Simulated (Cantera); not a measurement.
Input: 1 mol Fe(CO)₅, 3.2 mol H₂, equilibrated at 0.100 bar.

These are equilibrium values from Cantera (NASA tables, ideal gas, pure condensed phases), not measurements of a reactor. Candidate condensed phases: C, C₆H₆, C₇H₈, C₈H₁₈, Fe, Fe(CO)₅, FeO, Fe(OH)₂, Fe(OH)₃, Fe₂O₃, Fe₃O₄, H₂O; 114 gas species. Condensed phases not in the tables: cementite and carbon dissolved in iron. Rates play no part.

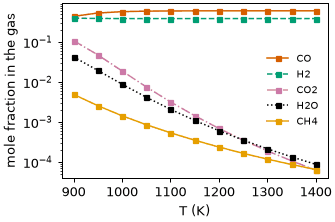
*Equilibrium gas composition (values under 1e-9 drawn at 1e-9)*

Problem. Read off the mole fractions at 1350 K.

Solution. CO about 0.61, H₂ about 0.39, H₂O about 0.00014, CO₂ about 0.00011, CH₄ about 8.8e-5.
